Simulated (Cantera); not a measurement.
Charge: 1 mol CCl4, a varied amount of F2, equilibrated at 1275 K and 0.490 bar.

Method: chemical equilibrium by Gibbs-energy minimisation in Cantera with the NASA 1993 tables (ideal gas, pure condensed phases). Candidate condensed phases: C; 27 gas species. Gases not in the tables: C2F6 and larger saturated fluorocarbons, chlorinated aromatics. The numbers say what is thermodynamically allowed, not how fast it happens.

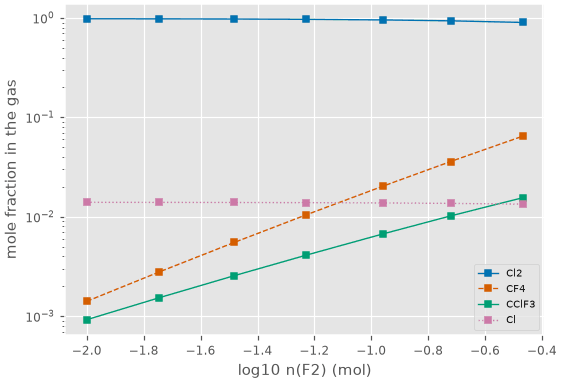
Equilibrium gas composition (values under 1e-9 drawn at 1e-9)

From 0.01 mol F2 to 0.34 mol F2 the condensed part is C(graphite). The main C-bearing gas is CF4 throughout. The share of C in condensed phases is highest at 0.01 mol F2 (99.3 %) and lowest at 0.34 mol F2 (81.6 %).
